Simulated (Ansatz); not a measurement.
**C3H7FOSi2: density, localisation and related maps**

Input file:

```
crystal:
  periodic: [false, false, false]
  atoms:
    - {symbol: C, position_ang: [0.210639, 1.528554, 1.753865]}
    - {symbol: C, position_ang: [0.692434, 0.432284, 0.853176]}
    - {symbol: C, position_ang: [-0.046625, -0.136697, -0.135660]}
    - {symbol: F, position_ang: [0.116010, -2.935511, -0.840397]}
    - {symbol: O, position_ang: [2.306910, -1.472698, -0.284377]}
    - {symbol: Si, position_ang: [0.831804, -1.494903, -1.058688]}
    - {symbol: Si, position_ang: [2.417378, -0.347400, 0.958340]}
    - {symbol: H, position_ang: [0.858758, 2.418738, 1.673271]}
    - {symbol: H, position_ang: [0.252670, 1.215032, 2.811665]}
    - {symbol: H, position_ang: [-0.823032, 1.830537, 1.523742]}
    - {symbol: H, position_ang: [-1.075774, 0.206765, -0.321299]}
    - {symbol: H, position_ang: [0.984370, -1.346100, -2.524650]}
    - {symbol: H, position_ang: [2.676542, -1.007926, 2.270201]}
    - {symbol: H, position_ang: [3.509160, 0.632093, 0.687121]}
basis:
  gaussian:
    orbitals: def2-SVPD
hamiltonian:
  xc: pbe0
output:
  forces: true
  orbitals: {seedname: orbitals}
```

Launched as:

```sh
ansatz run input.yaml --threads 4 --pin off --max-ram 7830MiB --events-out events.jsonl --progress --plain --runs-dir runs
```

Geometry: r2SCAN-D4/def2-SVP.

Method: isolated molecule in a Gaussian basis; Kohn-Sham density functional theory, functional PBE0 (Ansatz 0.2.0).

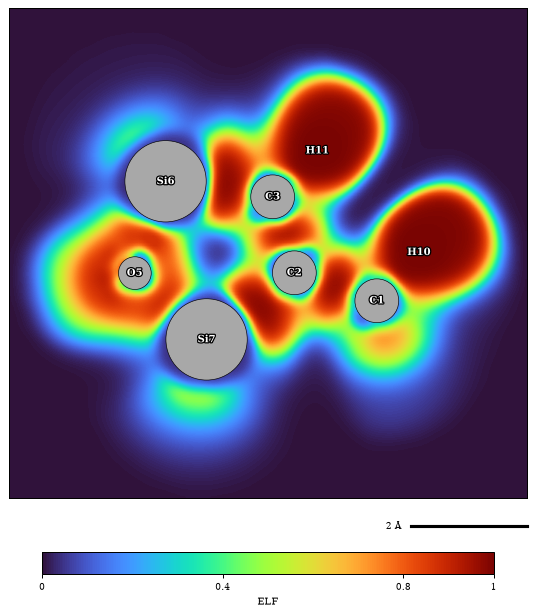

Figure 1. Electron localisation function on the plane of atoms C3, C2 and Si7. Grey discs cover the atomic cores.

Read the bonding off the picture.

Answer. The section cuts through C, O, Si and H sites. C–C (1.36 Å): the ELF peaks at about 0.90 between the atoms (localised, covalent bonding). Si–O (1.67 Å): the ELF peaks at about 0.85 between the atoms (a shared but strongly polarised pair). C–Si (1.86 Å): the ELF peaks at about 0.95 between the atoms: a covalent bond. C–H (1.10 Å): the ELF climbs to about 1 towards the hydrogen, as it does in any bond to H (a covalent bond by its length). C–C (1.50 Å): the ELF peaks at about 0.95 between the atoms; a covalent bond. The ELF also peaks beside O5, away from the bonds: lone-pair regions.

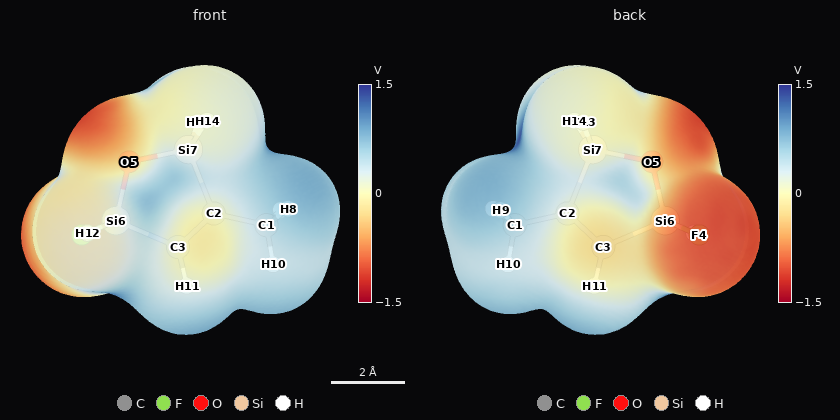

Figure 2. The electrostatic potential painted on the density surface at 0.001 e/bohr³, seen from the front and from behind; the colour scale runs from red (negative) to blue (positive).

Which sites attract a positive test charge, and which a negative one?

Answer. A positive charge is drawn to the negative regions and a negative charge to the positive ones. The most negative region (about −1.1 V) lies over F4, the most positive (about +1.2 V) over Si7.

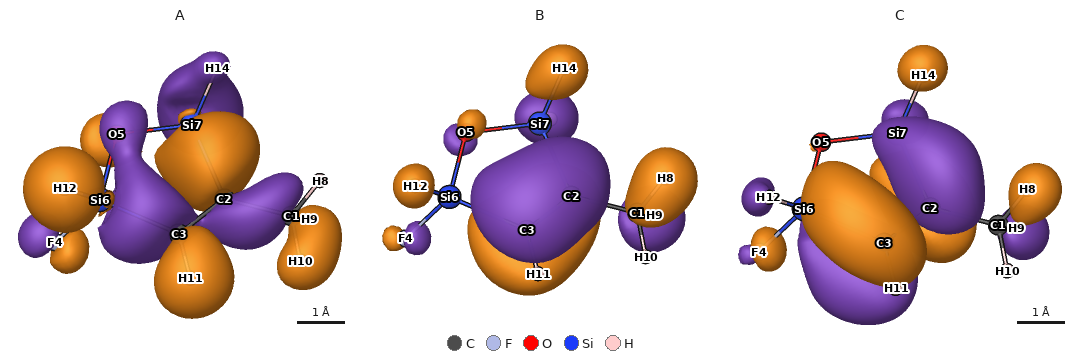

Figure 3. Three frontier orbitals at ±0.08 Å⁻³ᐟ² (orange and purple are the two phases), in no order.

Which picture is the HOMO−1, the HOMO and the LUMO?

Answer. A is the HOMO−1 (−8.74 eV). Its weight (Hirshfeld) is mainly on C2 (about 20 %), Si7 (about 15 %), C3 (about 15 %), Si6 (about 10 %), C1 (about 10 %) and H11 (about 5 %). B is the HOMO (−8.11 eV). It lies mainly on C3 (about 40 %) and C2 (about 30 %); π-bonding across C3–C2. C is the LUMO (−1.11 eV). It lies mainly on C2 (about 30 %), C3 (about 30 %), Si6 (about 15 %) and Si7 (about 10 %).

What is the HOMO–LUMO gap?

Answer. 7.00 eV between the orbital energies.
